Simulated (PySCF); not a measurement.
C2H8N, charge +1, SMILES `CC[NH3+]`.

PySCF calculation, B3LYP/6-31+G*, gas phase; geometry: GFN2-xTB. No frequency check shows the geometry to be a minimum.

Cartesian coordinates (Å):

```
C1      -1.2765   -0.2670   -0.0001
C2      -0.0421    0.6103   -0.0002
N3       1.1885   -0.2472    0.0003
H4      -2.1646    0.3579    0.0007
H5      -1.3161   -0.8963    0.8860
H6      -1.3168   -0.8951   -0.8861
H7      -0.0172    1.2440    0.8878
H8      -0.0180    1.2452   -0.8861
H9       2.0460    0.3194   -0.0007
H10      1.1899   -0.8529    0.8315
H11      1.1893   -0.8518   -0.8335
```

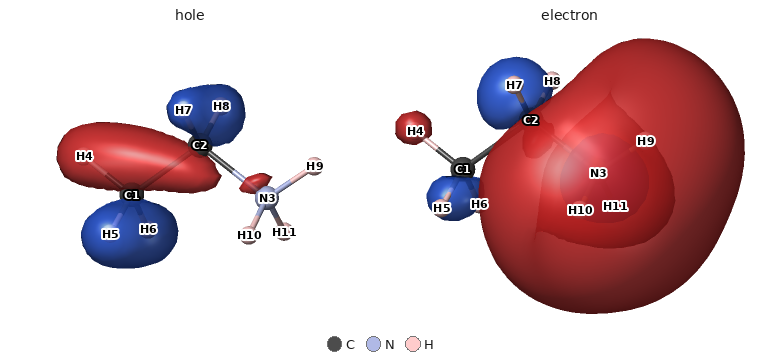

Leading natural transition orbital pair of S₂ (TDA singlet states); the surfaces enclose about 70 % of each orbital's density.

Give its energy and the atoms that hole and electron lie on.

9.14 eV (136 nm), f = 0.043, partly diffuse acceptor orbital; the leading pair carries 99 %; hole on C1 (38 %), C2 (19 %) and H4, H5 and H6 (10 % each), electron on N3 (24 %), H9, H10 and H11 (17 % each) and C2 (10 %) (atom shares of so diffuse an orbital are rough); their centroids lie 2.3 Å apart. In canonical orbitals it is mainly HOMO−1 → LUMO (91 %). The HOMO–LUMO gap is 9.54 eV.
